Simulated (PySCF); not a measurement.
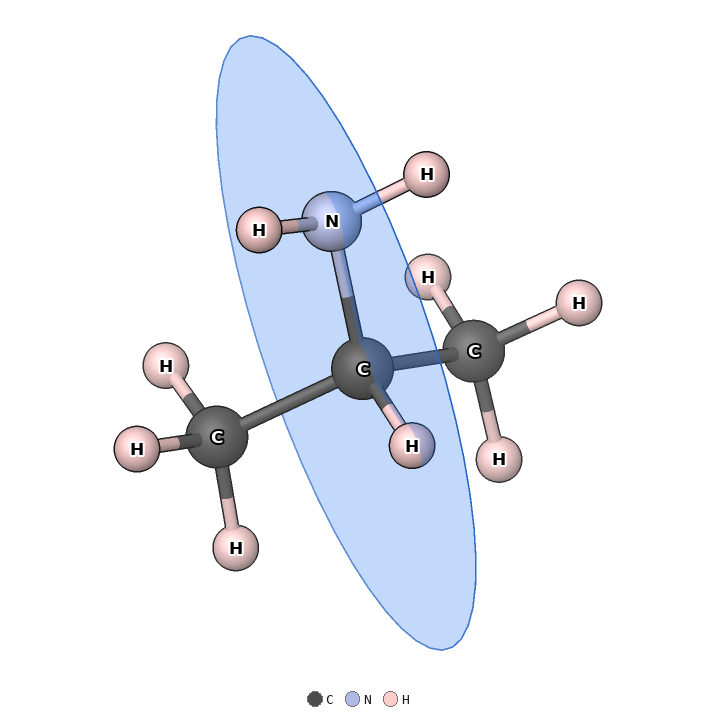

All proper rotation axes (lines) and mirror planes (discs) of the structure are drawn in. Atoms fade into the background with distance from the viewer. The geometry was computed by an optimisation with PBE0-D3(BJ)/def2-TZVP. No frequency run is at hand to confirm it as a minimum.

**Name the symmetry elements and the point group.**

It has 1 mirror plane. Point group Cs. The group has 2 operations. The geometry is achiral, and symmetry allows a dipole moment.
